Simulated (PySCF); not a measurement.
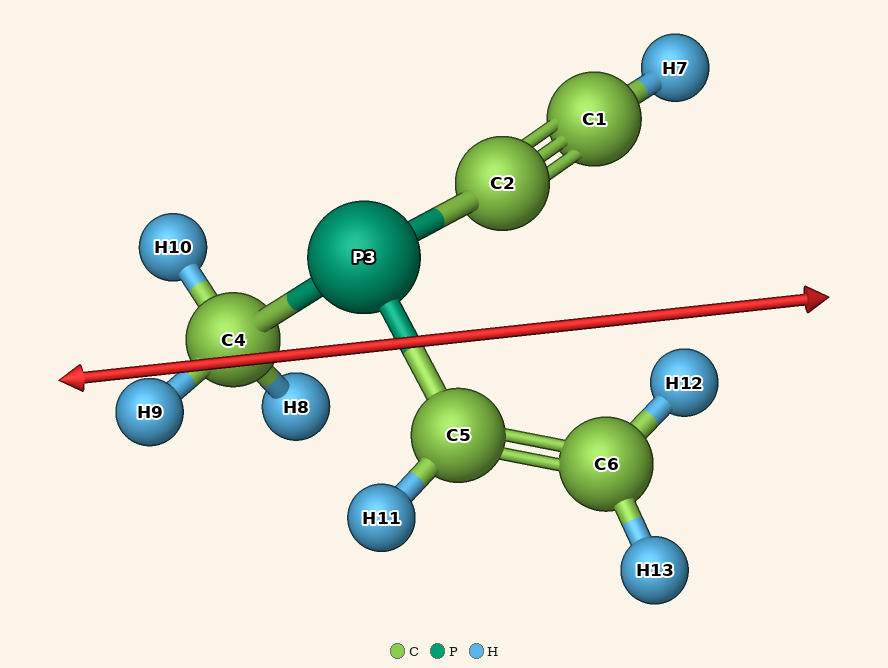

The double arrow shows the direction of the transition dipole to excited singlet state 3 (its length means nothing). Computed geometry: GFN2-xTB optimisation. No frequency run is at hand to confirm it as a minimum. Level of theory: TDDFT PBE0/def2-SVPD, vertical, gas phase, core orbitals frozen in the response (PySCF 2.14.0).

Give its energy, strength and character.

5.92 eV (209 nm), oscillator strength 0.094, mainly HOMO → LUMO+2 (weight 0.81); transition dipole 2.05 D.

The geometry is semi-empirical. Around P such bond lengths and angles can be off by a tenth of an ångström or more and by several degrees, and values that hang on the shape move with them.
